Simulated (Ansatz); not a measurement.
## Hypothetical rock salt GaAs, pressure series

Consider GaAs in the rock salt structure (space group Fm-3m, No. 225; a = 5.303 Å; a hypothetical phase, not in the database extracts checked).

Cell and atoms are relaxed at each pressure.

Computed with Kohn–Sham DFT with the PBEsol functional, run in Ansatz (an electronic-structure program) with PAW and 420 eV plane waves, without spin-orbit coupling.

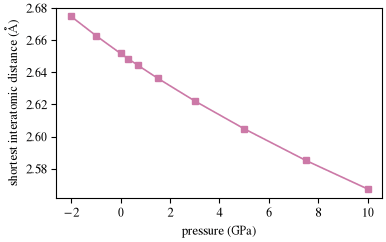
*Shortest interatomic distance against pressure*

| pressure (GPa) | shortest interatomic distance |
|---|---|
| -2 | 2.675 Å |
| -1 | 2.663 Å |
| 0.3 | 2.649 Å |
| 0.7 | 2.644 Å |
| 1.5 | 2.636 Å |
| 3 | 2.622 Å |
| 5 | 2.605 Å |
| 7.5 | 2.585 Å |
| 10 | 2.567 Å |

Load acts through the strain it causes; cell and atoms are relaxed under it. No phonon test of stability was made. Competing high-pressure phases were not computed. All final runs are without spin polarisation.
